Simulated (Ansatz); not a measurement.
## AlPH₅OF: molecular dynamics (part 1 of 3)

System: AlPH₅OF.
Method: RKS BHLYP-D4/6-31G* (Ansatz 0.2.0).

It belongs to a series of runs on one base structure; here: dynamics from the highest image of the converged band. Figures and captions count atoms from 1; the log counts them from 0 in places.

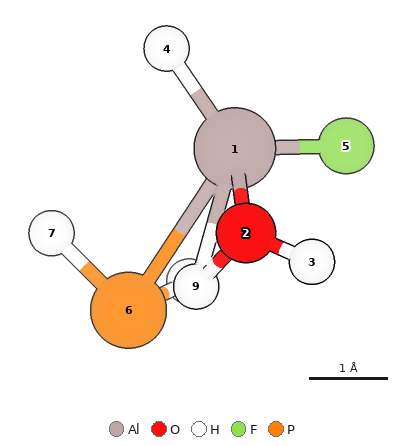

Figure 1. The starting structure (ball-and-stick view, seen at a tilt; atoms are numbered from 1 in the order of the input). Sticks mark near contacts.

Input:
```yaml
crystal:
  periodic: [false, false, false]
  atoms:
    - { symbol: Al, position_ang: [0.385387, 0.345583, 0.268643] }
    - { symbol: O, position_ang: [-0.289379, -0.205074, 1.867178] }
    - { symbol: H, position_ang: [-1.15234, -0.624893, 1.919663] }
    - { symbol: H, position_ang: [1.88891, 0.05622, -0.042155] }
    - { symbol: F, position_ang: [-0.760227, 0.183373, -0.906664] }
    - { symbol: P, position_ang: [0.026718, 2.667037, 1.445602] }
    - { symbol: H, position_ang: [1.405334, 2.755996, 1.17935] }
    - { symbol: H, position_ang: [-0.43305, 2.872447, 0.129929] }
    - { symbol: H, position_ang: [-0.315052, 1.06071, 1.930055] }
basis:
  gaussian: { orbitals: "6-31G*" }
hamiltonian:
  xc: { name: BHLYP }
  dispersion: d4
md:
  timestep: 0.5
  n_steps: 200
  ensemble: nve
  temperature: 300.0
  initial_velocities: maxwell_boltzmann
  seed: 11328
```

Run on 1 thread of Arm Neoverse V2, 24 GiB of memory available, shared host.

Command:
```bash
ansatz run input.yaml --threads 1 --pin off --max-ram 2048MiB --backend cpu --events-out ev --progress --plain --runs-dir out
```

The program's output:
```
Engine: ansatz 0.2.0, aarch64-unknown-linux-gnu
Functional definition: BHLYP
  parameter a = 0.5
  exchange = (1 - a)*b88_x + a*exact_x
  correlation = lyp_c
785 factors; integrals over basis functions are off by at most 7.7e-4 eV
mean field evaluation 1: about -20725.3672 eV, gradient 5.0e1 eV
mean field evaluation 2: about -20723.9656 eV, gradient 5.9e1 eV
mean field evaluation 4: about -20729.4684 eV, gradient 1.4e0 eV
mean field evaluation 8: about -20729.5086 eV, gradient 2.2e-2 eV
mean field -20729.50860683 eV, -761.7953903353 hartree, gradient 3.4e-5 eV, S^2 0.000000; 0 other end points of the search recorded, 0 dependent functions left out
the calculation of the forces begins
reference -20729.50878866 eV, -761.7953970176 hartree; 25, 25 occupied and 53, 53 virtual orbitals, 785 factors
md step     0: t =     0.00 fs  T =   300.0 K  F+E_penalty+E_count = -20729.73427529 eV  E_kin = 0.271446 eV  conserved = -20729.46282929 eV  (24 SCF iters)
these checks for a lower state are left out or cut short: starts, cluster_reference, orbital_swaps, neighbouring_geometries, increment
785 factors; integrals over basis functions are off by at most 7.6e-4 eV
mean field evaluation 16: about -20729.4676 eV, gradient 7.7e-1 eV
mean field -20729.50578079 eV, -761.7952864804 hartree, gradient 8.7e-6 eV, S^2 0.000000; 0 other end points of the search recorded, 0 dependent functions left out
the calculation of the forces begins
reference -20729.50596256 eV, -761.7952931603 hartree; 25, 25 occupied and 53, 53 virtual orbitals, 785 factors
md step     1: t =     0.50 fs  T =   296.9 K  F+E_penalty+E_count = -20729.73140770 eV  E_kin = 0.268611 eV  conserved = -20729.46279716 eV  (26 SCF iters, 3 dispersion substeps)
[... from here on the SCF iterations and repeated set-up lines of each step are left out, up to the last step ...]
md step     2: t =     1.00 fs  T =   287.2 K  F+E_penalty+E_count = -20729.72259609 eV  E_kin = 0.259897 eV  conserved = -20729.46269956 eV  (25 SCF iters, 3 dispersion substeps)
md step     3: t =     1.50 fs  T =   272.8 K  F+E_penalty+E_count = -20729.70938918 eV  E_kin = 0.246824 eV  conserved = -20729.46256481 eV  (25 SCF iters, 3 dispersion substeps)
md step     4: t =     2.00 fs  T =   255.8 K  F+E_penalty+E_count = -20729.69392090 eV  E_kin = 0.231490 eV  conserved = -20729.46243047 eV  (25 SCF iters, 3 dispersion substeps)
md step     5: t =     2.50 fs  T =   238.7 K  F+E_penalty+E_count = -20729.67833362 eV  E_kin = 0.216007 eV  conserved = -20729.46232652 eV  (24 SCF iters, 3 dispersion substeps)
md step     6: t =     3.00 fs  T =   223.3 K  F+E_penalty+E_count = -20729.66430576 eV  E_kin = 0.202040 eV  conserved = -20729.46226618 eV  (25 SCF iters, 3 dispersion substeps)
md step     7: t =     3.50 fs  T =   210.6 K  F+E_penalty+E_count = -20729.65284236 eV  E_kin = 0.190598 eV  conserved = -20729.46224438 eV  (24 SCF iters, 3 dispersion substeps)
md step     8: t =     4.00 fs  T =   201.3 K  F+E_penalty+E_count = -20729.64434549 eV  E_kin = 0.182100 eV  conserved = -20729.46224562 eV  (24 SCF iters, 3 dispersion substeps)
md step     9: t =     4.50 fs  T =   195.2 K  F+E_penalty+E_count = -20729.63884735 eV  E_kin = 0.176594 eV  conserved = -20729.46225364 eV  (24 SCF iters, 3 dispersion substeps)
md step    10: t =     5.00 fs  T =   192.3 K  F+E_penalty+E_count = -20729.63625543 eV  E_kin = 0.173996 eV  conserved = -20729.46225944 eV  (24 SCF iters, 3 dispersion substeps)
md step    11: t =     5.50 fs  T =   192.6 K  F+E_penalty+E_count = -20729.63650169 eV  E_kin = 0.174241 eV  conserved = -20729.46226084 eV  (24 SCF iters, 3 dispersion substeps)
md step    12: t =     6.00 fs  T =   196.0 K  F+E_penalty+E_count = -20729.63957683 eV  E_kin = 0.177316 eV  conserved = -20729.46226100 eV  (24 SCF iters, 3 dispersion substeps)
md step    13: t =     6.50 fs  T =   202.5 K  F+E_penalty+E_count = -20729.64548291 eV  E_kin = 0.183217 eV  conserved = -20729.46226551 eV  (25 SCF iters, 3 dispersion substeps)
md step    14: t =     7.00 fs  T =   212.1 K  F+E_penalty+E_count = -20729.65416454 eV  E_kin = 0.191887 eV  conserved = -20729.46227708 eV  (30 SCF iters, 3 dispersion substeps)
md step    15: t =     7.50 fs  T =   224.6 K  F+E_penalty+E_count = -20729.66548073 eV  E_kin = 0.203187 eV  conserved = -20729.46229336 eV  (30 SCF iters, 3 dispersion substeps)
md step    16: t =     8.00 fs  T =   239.8 K  F+E_penalty+E_count = -20729.67924576 eV  E_kin = 0.216936 eV  conserved = -20729.46230927 eV  (30 SCF iters, 3 dispersion substeps)
md step    17: t =     8.50 fs  T =   257.5 K  F+E_penalty+E_count = -20729.69531824 eV  E_kin = 0.232999 eV  conserved = -20729.46231947 eV  (30 SCF iters, 3 dispersion substeps)
md step    18: t =     9.00 fs  T =   277.8 K  F+E_penalty+E_count = -20729.71368440 eV  E_kin = 0.251360 eV  conserved = -20729.46232409 eV  (25 SCF iters, 3 dispersion substeps)
md step    19: t =     9.50 fs  T =   300.8 K  F+E_penalty+E_count = -20729.73445822 eV  E_kin = 0.272129 eV  conserved = -20729.46232926 eV  (30 SCF iters, 3 dispersion substeps)
md step    20: t =    10.00 fs  T =   326.5 K  F+E_penalty+E_count = -20729.75777290 eV  E_kin = 0.295428 eV  conserved = -20729.46234498 eV  (30 SCF iters, 3 dispersion substeps)
md step    21: t =    10.50 fs  T =   355.0 K  F+E_penalty+E_count = -20729.78361536 eV  E_kin = 0.321240 eV  conserved = -20729.46237521 eV  (30 SCF iters, 3 dispersion substeps)
md step    22: t =    11.00 fs  T =   386.1 K  F+E_penalty+E_count = -20729.81174266 eV  E_kin = 0.349332 eV  conserved = -20729.46241070 eV  (29 SCF iters, 3 dispersion substeps)
md step    23: t =    11.50 fs  T =   419.3 K  F+E_penalty+E_count = -20729.84178921 eV  E_kin = 0.379357 eV  conserved = -20729.46243205 eV  (29 SCF iters, 3 dispersion substeps)
md step    24: t =    12.00 fs  T =   454.3 K  F+E_penalty+E_count = -20729.87351697 eV  E_kin = 0.411088 eV  conserved = -20729.46242854 eV  (29 SCF iters, 3 dispersion substeps)
md step    25: t =    12.50 fs  T =   491.3 K  F+E_penalty+E_count = -20729.90696030 eV  E_kin = 0.444546 eV  conserved = -20729.46241424 eV  (29 SCF iters, 3 dispersion substeps)
md step    26: t =    13.00 fs  T =   530.3 K  F+E_penalty+E_count = -20729.94222286 eV  E_kin = 0.479794 eV  conserved = -20729.46242921 eV  (29 SCF iters, 3 dispersion substeps)
md step    27: t =    13.50 fs  T =   570.8 K  F+E_penalty+E_count = -20729.97894691 eV  E_kin = 0.516439 eV  conserved = -20729.46250757 eV  (29 SCF iters, 3 dispersion substeps)
md step    28: t =    14.00 fs  T =   611.4 K  F+E_penalty+E_count = -20730.01587433 eV  E_kin = 0.553229 eV  conserved = -20729.46264524 eV  (29 SCF iters, 3 dispersion substeps)
md step    29: t =    14.50 fs  T =   650.0 K  F+E_penalty+E_count = -20730.05096264 eV  E_kin = 0.588172 eV  conserved = -20729.46279098 eV  (29 SCF iters, 3 dispersion substeps)
md step    30: t =    15.00 fs  T =   684.4 K  F+E_penalty+E_count = -20730.08214028 eV  E_kin = 0.619260 eV  conserved = -20729.46287995 eV  (29 SCF iters, 3 dispersion substeps)
md step    31: t =    15.50 fs  T =   713.3 K  F+E_penalty+E_count = -20730.10825657 eV  E_kin = 0.645385 eV  conserved = -20729.46287195 eV  (30 SCF iters, 3 dispersion substeps)
md step    32: t =    16.00 fs  T =   737.0 K  F+E_penalty+E_count = -20730.12966544 eV  E_kin = 0.666896 eV  conserved = -20729.46276945 eV  (29 SCF iters, 3 dispersion substeps)
md step    33: t =    16.50 fs  T =   757.7 K  F+E_penalty+E_count = -20730.14817349 eV  E_kin = 0.685564 eV  conserved = -20729.46260981 eV  (29 SCF iters, 3 dispersion substeps)
md step    34: t =    17.00 fs  T =   778.1 K  F+E_penalty+E_count = -20730.16646184 eV  E_kin = 0.704017 eV  conserved = -20729.46244464 eV  (29 SCF iters, 3 dispersion substeps)
md step    35: t =    17.50 fs  T =   801.2 K  F+E_penalty+E_count = -20730.18726967 eV  E_kin = 0.724945 eV  conserved = -20729.46232468 eV  (29 SCF iters, 3 dispersion substeps)
md step    36: t =    18.00 fs  T =   829.2 K  F+E_penalty+E_count = -20730.21258114 eV  E_kin = 0.750290 eV  conserved = -20729.46229136 eV  (25 SCF iters, 3 dispersion substeps)
md step    37: t =    18.50 fs  T =   862.7 K  F+E_penalty+E_count = -20730.24296589 eV  E_kin = 0.780597 eV  conserved = -20729.46236867 eV  (29 SCF iters, 3 dispersion substeps)
md step    38: t =    19.00 fs  T =   900.4 K  F+E_penalty+E_count = -20730.27721286 eV  E_kin = 0.814662 eV  conserved = -20729.46255040 eV  (29 SCF iters, 3 dispersion substeps)
md step    39: t =    19.50 fs  T =   939.1 K  F+E_penalty+E_count = -20730.31246503 eV  E_kin = 0.849681 eV  conserved = -20729.46278364 eV  (29 SCF iters, 3 dispersion substeps)
md step    40: t =    20.00 fs  T =   974.9 K  F+E_penalty+E_count = -20730.34508479 eV  E_kin = 0.882119 eV  conserved = -20729.46296624 eV  (30 SCF iters, 3 dispersion substeps)
md step    41: t =    20.50 fs  T =  1004.9 K  F+E_penalty+E_count = -20730.37225251 eV  E_kin = 0.909272 eV  conserved = -20729.46298059 eV  (29 SCF iters, 3 dispersion substeps)
md step    42: t =    21.00 fs  T =  1028.9 K  F+E_penalty+E_count = -20730.39374806 eV  E_kin = 0.930979 eV  conserved = -20729.46276937 eV  (29 SCF iters, 3 dispersion substeps)
md step    43: t =    21.50 fs  T =  1050.3 K  F+E_penalty+E_count = -20730.41275537 eV  E_kin = 0.950341 eV  conserved = -20729.46241448 eV  (30 SCF iters, 3 dispersion substeps)
md step    44: t =    22.00 fs  T =  1074.7 K  F+E_penalty+E_count = -20730.43457693 eV  E_kin = 0.972447 eV  conserved = -20729.46212963 eV  (29 SCF iters, 3 dispersion substeps)
md step    45: t =    22.50 fs  T =  1106.7 K  F+E_penalty+E_count = -20730.46347924 eV  E_kin = 1.001366 eV  conserved = -20729.46211365 eV  (29 SCF iters, 3 dispersion substeps)
md step    46: t =    23.00 fs  T =  1146.5 K  F+E_penalty+E_count = -20730.49978947 eV  E_kin = 1.037405 eV  conserved = -20729.46238440 eV  (30 SCF iters, 3 dispersion substeps)
md step    47: t =    23.50 fs  T =  1190.1 K  F+E_penalty+E_count = -20730.53960773 eV  E_kin = 1.076839 eV  conserved = -20729.46276832 eV  (29 SCF iters, 3 dispersion substeps)
md step    48: t =    24.00 fs  T =  1231.5 K  F+E_penalty+E_count = -20730.57730289 eV  E_kin = 1.114248 eV  conserved = -20729.46305442 eV  (29 SCF iters, 3 dispersion substeps)
md step    49: t =    24.50 fs  T =  1266.0 K  F+E_penalty+E_count = -20730.60863356 eV  E_kin = 1.145493 eV  conserved = -20729.46314022 eV  (29 SCF iters, 3 dispersion substeps)
md step    50: t =    25.00 fs  T =  1292.3 K  F+E_penalty+E_count = -20730.63234611 eV  E_kin = 1.169291 eV  conserved = -20729.46305499 eV  (29 SCF iters, 3 dispersion substeps)
md step    51: t =    25.50 fs  T =  1311.8 K  F+E_penalty+E_count = -20730.64980441 eV  E_kin = 1.186908 eV  conserved = -20729.46289639 eV  (29 SCF iters, 3 dispersion substeps)
md step    52: t =    26.00 fs  T =  1327.1 K  F+E_penalty+E_count = -20730.66351164 eV  E_kin = 1.200746 eV  conserved = -20729.46276598 eV  (29 SCF iters, 3 dispersion substeps)
md step    53: t =    26.50 fs  T =  1340.4 K  F+E_penalty+E_count = -20730.67551352 eV  E_kin = 1.212779 eV  conserved = -20729.46273406 eV  (30 SCF iters, 3 dispersion substeps)
md step    54: t =    27.00 fs  T =  1352.1 K  F+E_penalty+E_count = -20730.68625554 eV  E_kin = 1.223424 eV  conserved = -20729.46283109 eV  (25 SCF iters, 3 dispersion substeps)
md step    55: t =    27.50 fs  T =  1360.6 K  F+E_penalty+E_count = -20730.69411059 eV  E_kin = 1.231072 eV  conserved = -20729.46303876 eV  (29 SCF iters, 3 dispersion substeps)
md step    56: t =    28.00 fs  T =  1362.1 K  F+E_penalty+E_count = -20730.69570910 eV  E_kin = 1.232424 eV  conserved = -20729.46328515 eV  (29 SCF iters, 3 dispersion substeps)
md step    57: t =    28.50 fs  T =  1352.4 K  F+E_penalty+E_count = -20730.68714242 eV  E_kin = 1.223693 eV  conserved = -20729.46344924 eV  (30 SCF iters, 3 dispersion substeps)
md step    58: t =    29.00 fs  T =  1329.0 K  F+E_penalty+E_count = -20730.66589131 eV  E_kin = 1.202488 eV  conserved = -20729.46340355 eV  (29 SCF iters, 3 dispersion substeps)
md step    59: t =    29.50 fs  T =  1292.7 K  F+E_penalty+E_count = -20730.63277452 eV  E_kin = 1.169678 eV  conserved = -20729.46309652 eV  (29 SCF iters, 3 dispersion substeps)
md step    60: t =    30.00 fs  T =  1248.8 K  F+E_penalty+E_count = -20730.59261893 eV  E_kin = 1.129979 eV  conserved = -20729.46263953 eV  (30 SCF iters, 3 dispersion substeps)
md step    61: t =    30.50 fs  T =  1204.9 K  F+E_penalty+E_count = -20730.55246125 eV  E_kin = 1.090174 eV  conserved = -20729.46228748 eV  (29 SCF iters, 3 dispersion substeps)
md step    62: t =    31.00 fs  T =  1166.5 K  F+E_penalty+E_count = -20730.51770661 eV  E_kin = 1.055448 eV  conserved = -20729.46225897 eV  (23 SCF iters, 3 dispersion substeps)
md step    63: t =    31.50 fs  T =  1134.3 K  F+E_penalty+E_count = -20730.48888173 eV  E_kin = 1.026333 eV  conserved = -20729.46254844 eV  (23 SCF iters, 3 dispersion substeps)
md step    64: t =    32.00 fs  T =  1103.9 K  F+E_penalty+E_count = -20730.46171712 eV  E_kin = 0.998791 eV  conserved = -20729.46292662 eV  (30 SCF iters, 3 dispersion substeps)
md step    65: t =    32.50 fs  T =  1069.1 K  F+E_penalty+E_count = -20730.43050401 eV  E_kin = 0.967363 eV  conserved = -20729.46314086 eV  (29 SCF iters, 3 dispersion substeps)
md step    66: t =    33.00 fs  T =  1026.5 K  F+E_penalty+E_count = -20730.39190626 eV  E_kin = 0.928820 eV  conserved = -20729.46308579 eV  (30 SCF iters, 3 dispersion substeps)
md step    67: t =    33.50 fs  T =   976.8 K  F+E_penalty+E_count = -20730.34668114 eV  E_kin = 0.883864 eV  conserved = -20729.46281711 eV  (30 SCF iters, 3 dispersion substeps)
md step    68: t =    34.00 fs  T =   924.5 K  F+E_penalty+E_count = -20730.29894723 eV  E_kin = 0.836478 eV  conserved = -20729.46246941 eV  (24 SCF iters, 3 dispersion substeps)
md step    69: t =    34.50 fs  T =   875.3 K  F+E_penalty+E_count = -20730.25414047 eV  E_kin = 0.791964 eV  conserved = -20729.46217649 eV  (23 SCF iters, 3 dispersion substeps)
md step    70: t =    35.00 fs  T =   834.3 K  F+E_penalty+E_count = -20730.21688482 eV  E_kin = 0.754852 eV  conserved = -20729.46203246 eV  (24 SCF iters, 3 dispersion substeps)
md step    71: t =    35.50 fs  T =   803.9 K  F+E_penalty+E_count = -20730.18946814 eV  E_kin = 0.727391 eV  conserved = -20729.46207685 eV  (24 SCF iters, 3 dispersion substeps)
md step    72: t =    36.00 fs  T =   783.5 K  F+E_penalty+E_count = -20730.17121285 eV  E_kin = 0.708926 eV  conserved = -20729.46228655 eV  (24 SCF iters, 3 dispersion substeps)
md step    73: t =    36.50 fs  T =   769.5 K  F+E_penalty+E_count = -20730.15887601 eV  E_kin = 0.696303 eV  conserved = -20729.46257260 eV  (26 SCF iters, 3 dispersion substeps)
md step    74: t =    37.00 fs  T =   757.4 K  F+E_penalty+E_count = -20730.14810304 eV  E_kin = 0.685310 eV  conserved = -20729.46279314 eV  (24 SCF iters, 3 dispersion substeps)
md step    75: t =    37.50 fs  T =   743.6 K  F+E_penalty+E_count = -20730.13565313 eV  E_kin = 0.672844 eV  conserved = -20729.46280918 eV  (25 SCF iters, 3 dispersion substeps)
md step    76: t =    38.00 fs  T =   728.2 K  F+E_penalty+E_count = -20730.12148156 eV  E_kin = 0.658899 eV  conserved = -20729.46258269 eV  (25 SCF iters, 3 dispersion substeps)
md step    77: t =    38.50 fs  T =   715.0 K  F+E_penalty+E_count = -20730.10917585 eV  E_kin = 0.646918 eV  conserved = -20729.46225755 eV  (25 SCF iters, 3 dispersion substeps)
md step    78: t =    39.00 fs  T =   709.0 K  F+E_penalty+E_count = -20730.10365527 eV  E_kin = 0.641550 eV  conserved = -20729.46210522 eV  (24 SCF iters, 3 dispersion substeps)
md step    79: t =    39.50 fs  T =   712.6 K  F+E_penalty+E_count = -20730.10711138 eV  E_kin = 0.644805 eV  conserved = -20729.46230589 eV  (24 SCF iters, 3 dispersion substeps)
md step    80: t =    40.00 fs  T =   722.4 K  F+E_penalty+E_count = -20730.11637954 eV  E_kin = 0.653608 eV  conserved = -20729.46277176 eV  (24 SCF iters, 3 dispersion substeps)
md step    81: t =    40.50 fs  T =   730.6 K  F+E_penalty+E_count = -20730.12424081 eV  E_kin = 0.661021 eV  conserved = -20729.46322030 eV  (25 SCF iters, 3 dispersion substeps)
md step    82: t =    41.00 fs  T =   729.7 K  F+E_penalty+E_count = -20730.12362018 eV  E_kin = 0.660209 eV  conserved = -20729.46341123 eV  (30 SCF iters, 3 dispersion substeps)
md step    83: t =    41.50 fs  T =   716.2 K  F+E_penalty+E_count = -20730.11128538 eV  E_kin = 0.647994 eV  conserved = -20729.46329172 eV  (30 SCF iters, 3 dispersion substeps)
md step    84: t =    42.00 fs  T =   691.7 K  F+E_penalty+E_count = -20730.08880298 eV  E_kin = 0.625834 eV  conserved = -20729.46296872 eV  (24 SCF iters, 3 dispersion substeps)
md step    85: t =    42.50 fs  T =   661.4 K  F+E_penalty+E_count = -20730.06100891 eV  E_kin = 0.598404 eV  conserved = -20729.46260505 eV  (24 SCF iters, 3 dispersion substeps)
md step    86: t =    43.00 fs  T =   631.2 K  F+E_penalty+E_count = -20730.03349679 eV  E_kin = 0.571158 eV  conserved = -20729.46233925 eV  (24 SCF iters, 3 dispersion substeps)
md step    87: t =    43.50 fs  T =   605.8 K  F+E_penalty+E_count = -20730.01040268 eV  E_kin = 0.548153 eV  conserved = -20729.46224986 eV  (24 SCF iters, 3 dispersion substeps)
md step    88: t =    44.00 fs  T =   586.6 K  F+E_penalty+E_count = -20729.99311499 eV  E_kin = 0.530767 eV  conserved = -20729.46234822 eV  (23 SCF iters, 3 dispersion substeps)
md step    89: t =    44.50 fs  T =   571.9 K  F+E_penalty+E_count = -20729.98008972 eV  E_kin = 0.517511 eV  conserved = -20729.46257872 eV  (25 SCF iters, 3 dispersion substeps)
md step    90: t =    45.00 fs  T =   558.1 K  F+E_penalty+E_count = -20729.96776555 eV  E_kin = 0.504940 eV  conserved = -20729.46282553 eV  (25 SCF iters, 3 dispersion substeps)
md step    91: t =    45.50 fs  T =   541.0 K  F+E_penalty+E_count = -20729.95242158 eV  E_kin = 0.489480 eV  conserved = -20729.46294168 eV  (25 SCF iters, 3 dispersion substeps)
md step    92: t =    46.00 fs  T =   519.1 K  F+E_penalty+E_count = -20729.93246375 eV  E_kin = 0.469648 eV  conserved = -20729.46281552 eV  (24 SCF iters, 3 dispersion substeps)
md step    93: t =    46.50 fs  T =   494.7 K  F+E_penalty+E_count = -20729.91004607 eV  E_kin = 0.447577 eV  conserved = -20729.46246885 eV  (25 SCF iters, 3 dispersion substeps)
md step    94: t =    47.00 fs  T =   473.6 K  F+E_penalty+E_count = -20729.89060057 eV  E_kin = 0.428502 eV  conserved = -20729.46209889 eV  (25 SCF iters, 3 dispersion substeps)
md step    95: t =    47.50 fs  T =   461.8 K  F+E_penalty+E_count = -20729.87979125 eV  E_kin = 0.417827 eV  conserved = -20729.46196454 eV  (24 SCF iters, 3 dispersion substeps)
md step    96: t =    48.00 fs  T =   461.4 K  F+E_penalty+E_count = -20729.87967143 eV  E_kin = 0.417506 eV  conserved = -20729.46216571 eV  (24 SCF iters, 3 dispersion substeps)
md step    97: t =    48.50 fs  T =   469.3 K  F+E_penalty+E_count = -20729.88722147 eV  E_kin = 0.424674 eV  conserved = -20729.46254709 eV  (25 SCF iters, 3 dispersion substeps)
md step    98: t =    49.00 fs  T =   479.4 K  F+E_penalty+E_count = -20729.89663550 eV  E_kin = 0.433796 eV  conserved = -20729.46283975 eV  (25 SCF iters, 3 dispersion substeps)
md step    99: t =    49.50 fs  T =   486.8 K  F+E_penalty+E_count = -20729.90332940 eV  E_kin = 0.440450 eV  conserved = -20729.46287948 eV  (24 SCF iters, 3 dispersion substeps)
md step   100: t =    50.00 fs  T =   490.5 K  F+E_penalty+E_count = -20729.90651385 eV  E_kin = 0.443829 eV  conserved = -20729.46268437 eV  (24 SCF iters, 3 dispersion substeps)
md step   101: t =    50.50 fs  T =   493.7 K  F+E_penalty+E_count = -20729.90905328 eV  E_kin = 0.446665 eV  conserved = -20729.46238814 eV  (24 SCF iters, 3 dispersion substeps)
md step   102: t =    51.00 fs  T =   501.0 K  F+E_penalty+E_count = -20729.91548366 eV  E_kin = 0.453345 eV  conserved = -20729.46213847 eV  (25 SCF iters, 3 dispersion substeps)
```
